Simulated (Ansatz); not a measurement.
## Computed against measured: atomisation enthalpy at 298 K

10 molecules with nitrogen; the atomisation enthalpy at 298 K in kJ/mol, computed less measured. Shapes, held fixed at every level: PBE0-D4/def2-TZVP. Flexible molecules stand in one conformer, not always the lowest. Thermal terms are harmonic and unscaled (PBE0-D4/def2-TZVP); the spin-orbit lowering of the free atoms is taken from their spectra. Programs: Ansatz 0.2.0. Measured values: Active Thermochemical Tables, CRC Handbook of Chemistry and Physics, NIST-JANAF tables.

Levels: A = HF/3-21G; B = B3LYP-D4/def2-TZVPP; C = BHLYP-D4/def2-TZVPP; D = r2SCAN0-D4/def2-TZVPP.

| molecule | from tabulated heats | A | B | C | D |
| --- | --- | --- | --- | --- | --- |
| HCN (hydrogen cyanide) | 1278 | -600 | +1 | -81 | -70 |
| N2H (dinitrogen monohydride) | 913 | -728 | +35 | -62 | -57 |
| HOCN (cyanic acid) | 1671 | -923 | +2 | -126 | -83 |
| N2H3 (hydrazinyl radical) | 1374 | -811 | +42 | -48 | -42 |
| C2F3N (SMILES N#CC(F)(F)F) | 2640 | -1261 | -14 | -207 | -112 |
| CH3NO (SMILES NC=O) | 2286 | -1028 | +11 | -112 | -68 |
| C3H3NO (oxazole) | 3542 | -1516 | +4 | -179 | -81 |
| C3H5N (propanenitrile) | 3661 | -1241 | +3 | -128 | -79 |
| C2H7N (SMILES CCN) | 3480 | -1152 | +15 | -81 | -48 |
| C3H7N (cyclopropylamine) | 4072 | -1409 | +8 | -114 | -48 |

**Question.** Which level does best on this set, which worst, and which err to one side?

**Answer.** 
```tsv
level	kind	mean error	mean absolute error	worst case
HF/3-21G	Hartree–Fock	-1066.9	1066.9	C3H3NO
B3LYP-D4/def2-TZVPP	global hybrid	+10.7	13.5	N2H3
BHLYP-D4/def2-TZVPP	global hybrid	-113.8	113.8	C2F3N
r2SCAN0-D4/def2-TZVPP	global hybrid	-68.8	68.8	C2F3N
```

On this set B3LYP-D4/def2-TZVPP has the smallest mean absolute error and HF/3-21G the largest. HF/3-21G is too low in 10 of 10; B3LYP-D4/def2-TZVPP is too high in 9 of 10; BHLYP-D4/def2-TZVPP is too low in 10 of 10; r2SCAN0-D4/def2-TZVPP is too low in 10 of 10. The heats of C2F3N come from older tables and can be uncertain by 10 kJ/mol or more. For HF/3-21G the error grows with the size of the molecule. Hartree–Fock lacks correlation and underbinds. Rows in very small basis sets show the basis more than the method. Spin contamination: N2H (⟨S²⟩ up to 0.87). Open shells run unrestricted. The set is small.

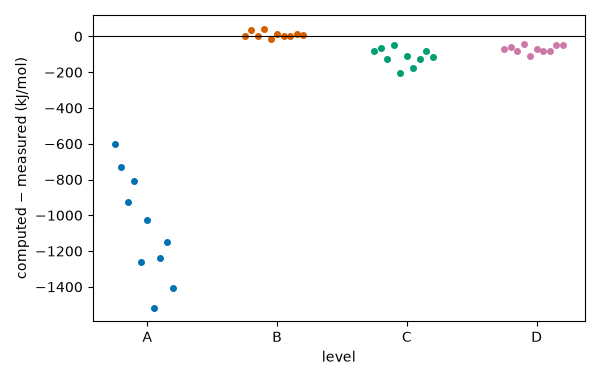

Errors of each level, one point a molecule.
